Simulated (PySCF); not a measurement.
## A study: ClH, SMILES `Cl`

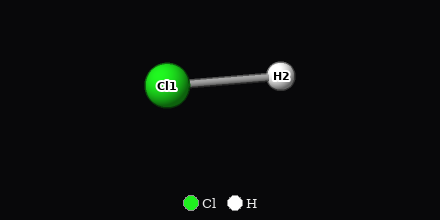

The molecule, with its atoms numbered as below. No frequency check shows the geometry to be a minimum.

Cartesian coordinates (Å):

```
Cl1      0.0709    0.0000    0.0000
H2      -1.2061    0.0000    0.0000
```

## 1. Bonding charge

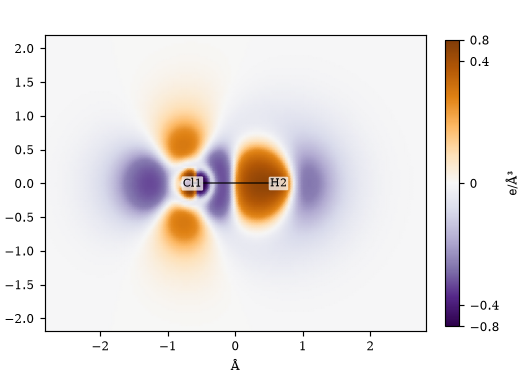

Deformation density (molecule less spherical, spin-averaged free atoms) in a plane that holds the bond; colour scale in e/Å³, logarithmic beyond ±0.1; orange: gain, purple: loss.

PySCF calculation, B3LYP/def2-SVPD, gas phase; geometry: GFN2-xTB.

> How much density has each bond in this plane gained at its critical point, relative to the free atoms?

Cl1–H2: +0.53 e/Å³ at the bond critical point (bond length 1.28 Å). In all, 0.4 electrons gather in the regions of gain relative to the promolecule.

> Where do the Hirshfeld charges lie?

The highest Hirshfeld charge is on H2 (+0.11 e), the lowest on Cl1 (−0.11 e).

```
atom  charge (e)
 Cl1       −0.11
  H2       +0.11
```

## 2. Local ionisation energy

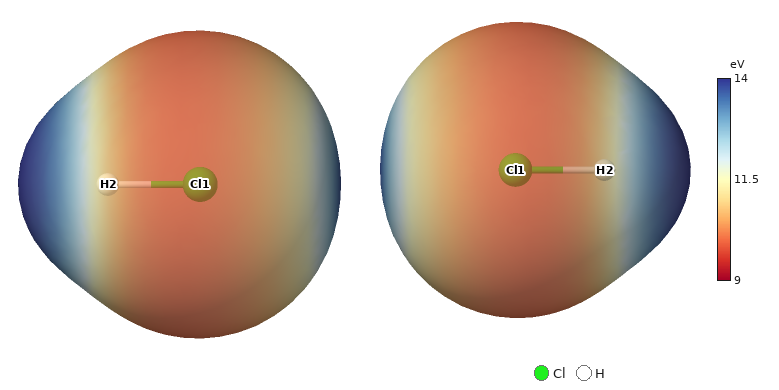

Average local ionisation energy on the surface of electron density 0.001 a.u. (back view left, front view right).

> Where are the most loosely bound electrons on this surface?

The lowest value is 10.0 eV, 2.1 Å from Cl1, and at like points elsewhere. For comparison, the highest occupied orbital lies at −9.3 eV.

> What volume does the surface enclose, and what is the dipole moment?

About 40 Å³; the dipole moment is 1.1 D.

## 3. In an electric field

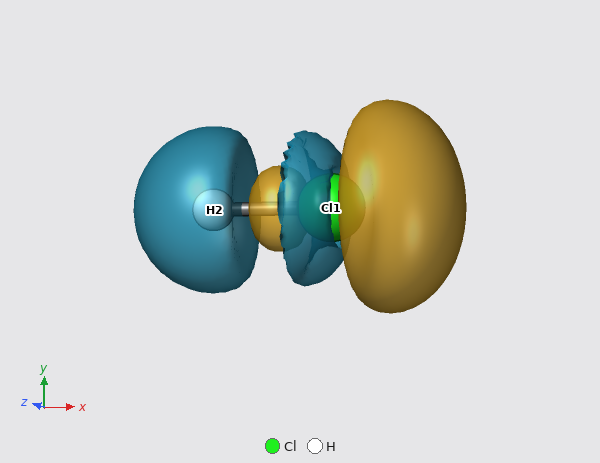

Change of the electron density in a uniform field of 0.21 V/Å, surfaces at ±0.0015 e/Å³ (yellow: gain, teal: loss).

Method: B3LYP/def2-SVPD; geometry: GFN2-xTB; program: PySCF.

The field was applied in both directions; the picture shows the one opposite to the script's first.

> Along which Cartesian direction does the field point?

Along −x: electrons gather on the +x side, against the field.

> What dipole is induced, and what polarisability does it imply?

The induced dipole is 0.19 D (along the field); α along this axis, from the fields in both directions, is 18 bohr³ (2.7 Å³).
